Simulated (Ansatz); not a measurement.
# [SiH3]+ (SMILES [SiH3+]): methods side by side

[SiH3]+: 4 atoms, total charge +1, spin state singlet. SMILES: `[SiH3+]`. Geometry: relaxed at PBE0-D4/def2-TZVP.

```xyz
4

Si    0.0000    0.0000    0.0000
H     0.6869    0.6754    1.1130
H    -0.1184   -1.4672   -0.0099
H    -0.5685    0.7917   -1.1031
```

Each level gives the energy change with the Si1–H3 bond stretched from 1.472 to 2.208 Å (eV). The values are calculated.

```
                                           level                   kind  program  value (eV)  less CCSDT/6-31G*
 SVWN5/6-31G* (spherical functions) (restricted)                    LDA   Ansatz        1.88              -0.09
  BLYP/6-31G* (spherical functions) (restricted)                    GGA   Ansatz        1.91              -0.06
   PBE/6-31G* (spherical functions) (restricted)                    GGA   Ansatz        1.93              -0.04
revPBE/6-31G* (spherical functions) (restricted)                    GGA   Ansatz        1.93              -0.04
r2SCAN/6-31G* (spherical functions) (restricted)               meta-GGA   Ansatz        2.11              +0.14
  CCSD/6-31G* (spherical functions) (restricted)  coupled cluster or CI   Ansatz        2.01              +0.04
 CCSDT/6-31G* (spherical functions) (restricted)  coupled cluster or CI   Ansatz        1.97               0.00
CCSDTQ/6-31G* (spherical functions) (restricted)  coupled cluster or CI   Ansatz        1.96              -0.01
                                       FCI/3-21G     exact in the basis   Ansatz        1.68              -0.29
```

CCSDT/6-31G* (spherical functions) (restricted) is the highest level here, not the true value. The first shape isn't each level's own minimum. The values span 1.68 to 2.11 eV. High-level rows in very small sets aren't better than simpler rows in larger ones.

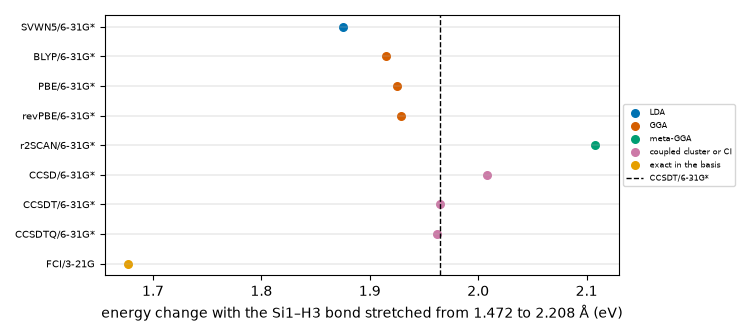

The values of the table, level by level.
